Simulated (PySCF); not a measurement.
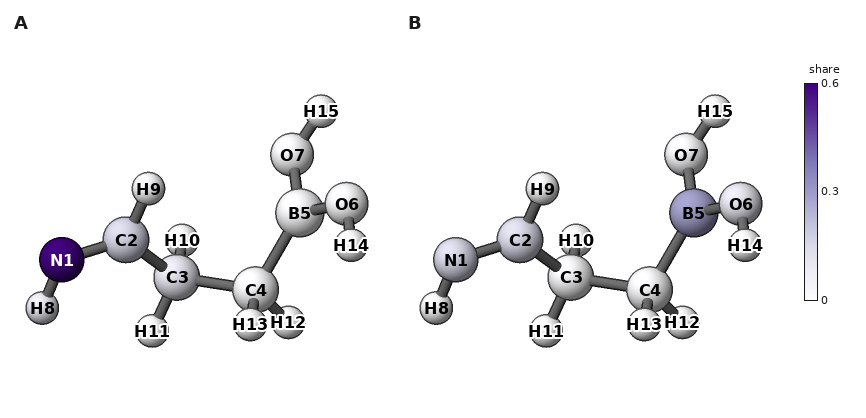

Each panel colours the atoms by their Löwdin share in one orbital (up to four of the largest shares; other atoms are shown as zero). Computed geometry: GFN2-xTB optimisation. No frequency run is at hand to confirm it as a minimum. Computed with PBE0/def2-SVPD (PySCF 2.14.0).

The panels show the HOMO, LUMO, in some order. Which is which?

A: HOMO, −7.22 eV; N1 0.59, C2 0.15, C3 0.09, H8 0.08
B: LUMO, −0.20 eV; B5 0.28, N1 0.14, C2 0.13, O6 0.09

The geometry is semi-empirical. Around B such bond lengths and angles can be off by a tenth of an ångström or more and by several degrees, and values that hang on the shape move with them.
